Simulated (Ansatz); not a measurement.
Start from BaTiO$_{3}$ in the cubic perovskite structure (space group Pm-3m, No. 221; a = 4.0192 Å).

The change: a hydrostatic pressure of 30 GPa.

Method: PBE (Ansatz, a program for electronic structure), without spin-orbit coupling.

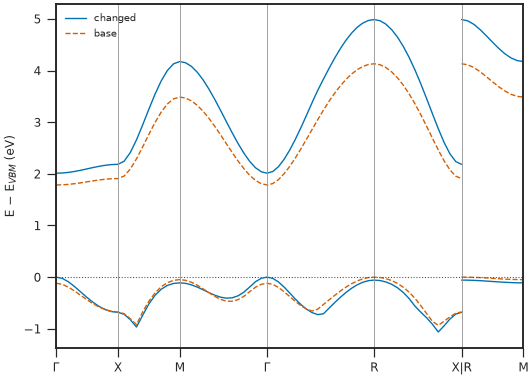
Figure: Highest valence and lowest conduction band along the path, each from its own valence-band maximum

**Question.** From the figure, how large is the changed gap, and is it direct?

**Answer.** About 2.0 eV, direct at Γ.

Load acts through the strain it causes; cell and atoms are relaxed under it. Stability against distortions was not tested. No other phases were tried under pressure. All final runs are without spin polarisation. Many cubic perovskites are stable only at high temperature; tilts and polar distortions were not tested. This is not the structure that BaTiO3 has at room temperature and ambient pressure.
